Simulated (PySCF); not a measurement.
# As: dipole response in aug-cc-pVQZ-PP plus 1 even-tempered diffuse shell per l with ECP10

How polarisable is As at the levels listed below?

The numbers are computed with PySCF 2.14.0 (unrestricted determinants in a Gaussian basis, no spin-orbit coupling in the energies), except any that are marked as measured or tabulated.

## Step 1: What is computed

* Element: arsenic (Z = 33)
* Basis: aug-cc-pVQZ-PP with one added diffuse shell each of s, p, d, f, g type with ECP10MDF (8s7p6d4f3g, 114 functions)
* Hamiltonian: a scalar-relativistic core potential
* State 1: As: [Ar] 3d10 4s1 4p3 5s1, high-spin 6S determinant (an excited configuration)
* Methods: UHF, PBE, PBE0

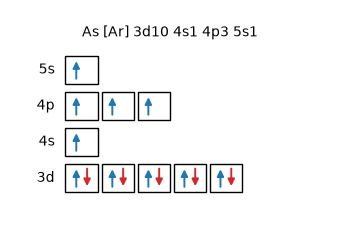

The shells outside the core, filled by Hund's rule for the drawing.

The runs were made by one driver on top of PySCF. The scripts below sum up each run's settings (the driver also hands on starting orbitals that pick excited configurations, and frozen orbitals as a list rather than a count), and the logs come from the driver's own runs. The driver starts from symmetry-adapted Hartree-Fock orbitals, holds the occupation by maximum overlap and uses a logarithmic radial grid for functionals, so a plain start would take other cycles.

The integrals over 114 functions and the set-up took 8.4 s of CPU time.

## Step 2: As [Ar] 3d10 4s1 4p3 5s1

Level: UHF.

input.py

```python
from pyscf import gto, scf, dft, mp, cc
import basis_set_exchange as bse
txt = bse.get_basis("aug-cc-pVQZ-PP", elements=["As"], fmt="nwchem", header=False, augment_diffuse=1)
cut = txt.index("\nECP")
mol = gto.M(atom="As 0 0 0", charge=0, spin=5, symmetry="D2h",
            basis=gto.basis.parse(txt[:cut]),
            ecp={"As": gto.basis.parse_ecp(txt[cut:])})
mf = scf.UHF(mol)
mf.irrep_nelec = {'Ag': (5, 3), 'B1g': (1, 1), 'B2g': (1, 1), 'B3g': (1, 1), 'B1u': (2, 1), 'B2u': (2, 1), 'B3u': (2, 1)}
mf.kernel()
```

Log:

```text
damping factor = 0
level_shift factor = 0
DIIS = <class 'pyscf.scf.diis.CDIIS'>
diis_start_cycle = 1
diis_space = 10
diis_damp = 0
SCF conv_tol = 1e-09
SCF conv_tol_grad = None
number electrons alpha = 14  beta = 9
cycle= 1 E= -330.810363434266  delta_E= -4.09e-12  |g|= 5.37e-07  |ddm|= 2.49e-05
converged SCF energy = -330.810363434266  <S^2> = 8.7518668  2S+1 = 6.0006222
```

CPU time 36 s on a shared host, the integrals not counted.

Orbital energies by shell (radii are means over both spins):

| shell | electrons | mean orbital energy (eV) | spread (eV) | rms radius (bohr) |
| --- | --- | --- | --- | --- |
| 3s α | 1 | -226.89 | 0 | 0.642 |
| 3s β | 1 | -225.64 | 0 | 0.642 |
| 3p α | 3 | -170.10 | 0 | 0.668 |
| 3p β | 3 | -169.17 | 0 | 0.668 |
| 3d α | 5 | -63.026 | 0 | 0.742 |
| 3d β | 5 | -62.416 | 0 | 0.742 |
| 4s α | 1 | -29.156 | 0 | 2.02 |
| 4p α | 3 | -15.349 | 0 | 2.44 |
| 5s α | 1 | -3.380 | 0 | 6.72 |

⟨S²⟩ = 8.752, ⟨L²⟩ = 0.00.

The driver then solved the coupled dipole response at imaginary frequencies: mean α = 723.4 bohr³, C₆ = 16270 au for a like pair.

Energies and moments cover only the electrons outside the core potential.

Level: PBE.

input.py, as changed from the run before:

```diff
@@ -7,3 +7,3 @@
             ecp={"As": gto.basis.parse_ecp(txt[cut:])})
-mf = scf.UHF(mol)
+mf = dft.UKS(mol, xc="PBE")
 mf.irrep_nelec = {'Ag': (5, 3), 'B1g': (1, 1), 'B2g': (1, 1), 'B3g': (1, 1), 'B1u': (2, 1), 'B2u': (2, 1), 'B3u': (2, 1)}
```

Log:

```text
damping factor = 0
level_shift factor = 0
DIIS = <class 'pyscf.scf.diis.CDIIS'>
diis_start_cycle = 1
diis_space = 10
diis_damp = 0
SCF conv_tol = 1e-09
SCF conv_tol_grad = None
number electrons alpha = 14  beta = 9
XC functionals = PBE
    J. P. Perdew, K. Burke, and M. Ernzerhof.,  Phys. Rev. Lett. 77, 3865 (1996)
    J. P. Perdew, K. Burke, and M. Ernzerhof.,  Phys. Rev. Lett. 78, 1396 (1997)
    J. P. Perdew, K. Burke, and M. Ernzerhof.,  Phys. Rev. Lett. 77, 3865 (1996)
    J. P. Perdew, K. Burke, and M. Ernzerhof.,  Phys. Rev. Lett. 78, 1396 (1997)
cycle= 1 E= -331.922773071822  delta_E= -0.00733  |g|= 0.128  |ddm|=  1.2
cycle= 2 E= -331.92277991207  delta_E= -6.84e-06  |g|= 0.125  |ddm|= 0.648
cycle= 3 E= -331.924891455732  delta_E= -0.00211  |g|= 0.00287  |ddm|= 0.33
cycle= 4 E= -331.924895485201  delta_E= -4.03e-06  |g|= 0.000172  |ddm|= 0.0237
cycle= 5 E= -331.92489552705  delta_E= -4.18e-08  |g|= 1.2e-05  |ddm|= 0.00379
cycle= 6 E= -331.924895527177  delta_E= -1.27e-10  |g|= 2.56e-07  |ddm|= 0.000287
converged SCF energy = -331.924895527177  <S^2> = 8.7509396  2S+1 = 6.0003132
```

It used 10 s of CPU time after the integrals (shared host).

The driver then solved the coupled dipole response at imaginary frequencies: mean α = 545.7 bohr³, C₆ = 10720 au for a like pair.

Level: PBE0.

input.py, as changed from the run before:

```diff
@@ -7,3 +7,3 @@
             ecp={"As": gto.basis.parse_ecp(txt[cut:])})
-mf = dft.UKS(mol, xc="PBE")
+mf = dft.UKS(mol, xc="PBE0")
 mf.irrep_nelec = {'Ag': (5, 3), 'B1g': (1, 1), 'B2g': (1, 1), 'B3g': (1, 1), 'B1u': (2, 1), 'B2u': (2, 1), 'B3u': (2, 1)}
```

Log:

```text
damping factor = 0
level_shift factor = 0
DIIS = <class 'pyscf.scf.diis.CDIIS'>
diis_start_cycle = 1
diis_space = 10
diis_damp = 0
SCF conv_tol = 1e-09
SCF conv_tol_grad = None
number electrons alpha = 14  beta = 9
XC functionals = PBE0
    C. Adamo and V. Barone.,  J. Chem. Phys. 110, 6158 (1999)
    M. Ernzerhof and G. E. Scuseria.,  J. Chem. Phys. 110, 5029 (1999)
cycle= 1 E= -331.904871828653  delta_E= -0.00457  |g|= 0.0727  |ddm|= 0.827
cycle= 2 E= -331.905096939088  delta_E= -0.000225  |g|= 0.0602  |ddm|= 0.369
cycle= 3 E= -331.905587683215  delta_E= -0.000491  |g|= 0.00126  |ddm|= 0.16
cycle= 4 E= -331.905589379811  delta_E= -1.7e-06  |g|= 0.000271  |ddm|= 0.0167
cycle= 5 E= -331.905589508837  delta_E= -1.29e-07  |g|= 3.03e-05  |ddm|= 0.00372
cycle= 6 E= -331.905589512015  delta_E= -3.18e-09  |g|= 1.36e-06  |ddm|= 0.000838
cycle= 7 E= -331.905589512017  delta_E= -2.1e-12  |g|= 9.5e-08  |ddm|= 3.58e-05
converged SCF energy = -331.905589512017  <S^2> = 8.7510016  2S+1 = 6.0003338
```

CPU time 35 s on a shared host, the integrals not counted.

The driver then solved the coupled dipole response at imaginary frequencies: mean α = 609.8 bohr³, C₆ = 12610 au for a like pair.

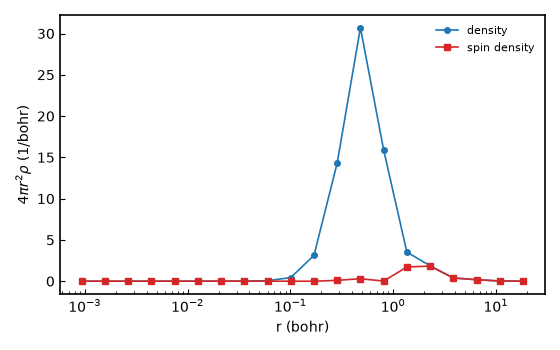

Radial density 4πr²ρ of As at UHF, the electrons outside the core potential, at 20 stored radii joined by straight lines.

## Step 3: The response side by side

As [Ar] 3d10 4s1 4p3 5s1, in atomic units:

| method | mean α | C₆ (like pair) | S(−4) |
| --- | --- | --- | --- |
| UHF | 723.4 | 16270 | 445200 |
| PBE | 545.7 | 10720 | 257000 |
| PBE0 | 609.8 | 12610 | 319900 |

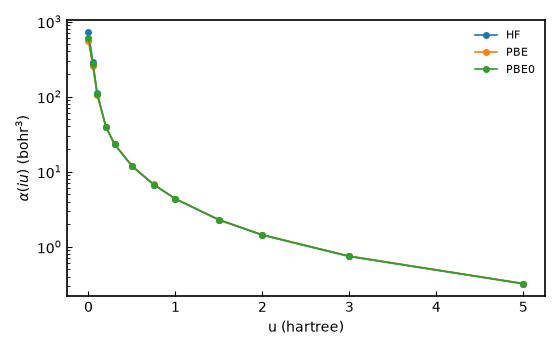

α(iu) of As [Ar] 3d10 4s1 4p3 5s1, the polarisability at imaginary frequency, on a logarithmic scale.

## Step 4: Summary of results

| quantity | value |
| --- | --- |
| α of As [Ar] 3d10 4s1 4p3 5s1 | 545.7 (PBE) to 723.4 (UHF) bohr³ |

**Reading.** A single London oscillator with the computed α and C₆ of As [Ar] 3d10 4s1 4p3 5s1 at UHF would have ω = 4 C₆ / (3 α²) = 0.0415 hartree. All values hold for this basis alone; no basis-set limit was taken.
